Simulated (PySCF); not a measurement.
SMILES [SiH3][Cd][Cl] at its PBE0/def2-SVP optimised geometry (Å):

```
6

Cd     0.3529    -0.3484     0.0000
Cl     2.6602    -0.3549     0.0024
Si    -2.1331    -0.3484     0.0000
H     -2.6576    -1.0510    -1.2115
H     -2.6602     1.0510     0.0000
H     -2.6546    -1.0490     1.2141
```

Method: PySCF with PBE0/def2-TZVP, def2 effective core potentials past Kr. The core electrons that the potentials of Cd replace are not part of the density. Cells within 0.4 Å of a nucleus heavier than hydrogen are left out (blank, or x).

Map of the deformation density (molecule minus spherical neutral atoms) (e/bohr³) on the plane z = 0.0 Å:

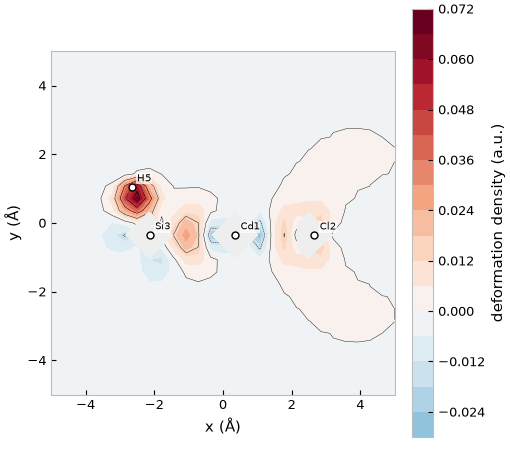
Figure. Deformation density (molecule minus spherical neutral atoms) (e/bohr³) on the plane z = 0.0 Å.
